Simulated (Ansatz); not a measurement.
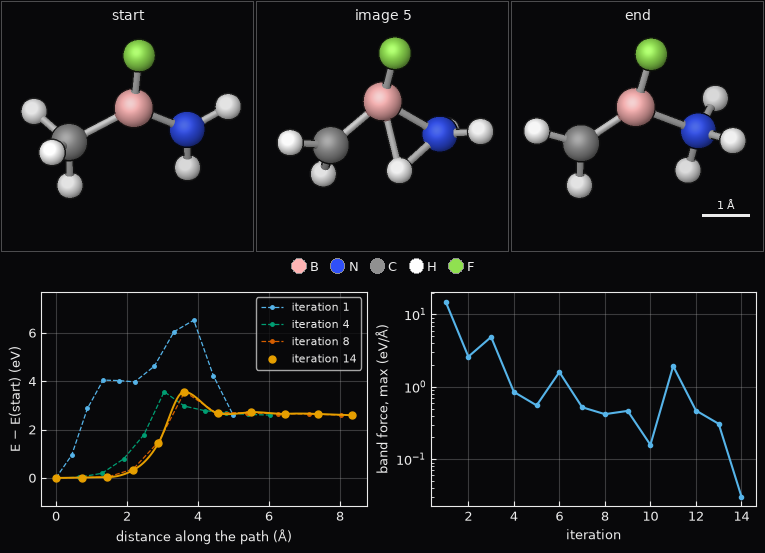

NEB run on CH5BFN. Images are numbered from 0 (start) to 10 (end). The plot follows the band through its iterations. A ball-and-stick model, seen at a tilt.

Computed with UKS PBE0-D4/6-31G* (Ansatz). Run with 9 movable images; climbing image; force threshold 0.05 eV/Å; iteration limit 60; starting path through a guess of the saddle point.

Question: How did the profile develop, and is the result final?

Answer: The run is converged, with reservations. The band converged in 14 iterations. The largest component of the band force went from 15 to 0.031 eV/Å. The climbing image converged on the top of the path. Its vibrational analysis gives one imaginary mode (1619i cm⁻¹), as a transition state must have. The first iteration put the highest image at 6.53 eV. Forward barrier 3.56 eV, backward barrier 0.96 eV, with image 5 at the top; the reaction energy is +2.60 eV.
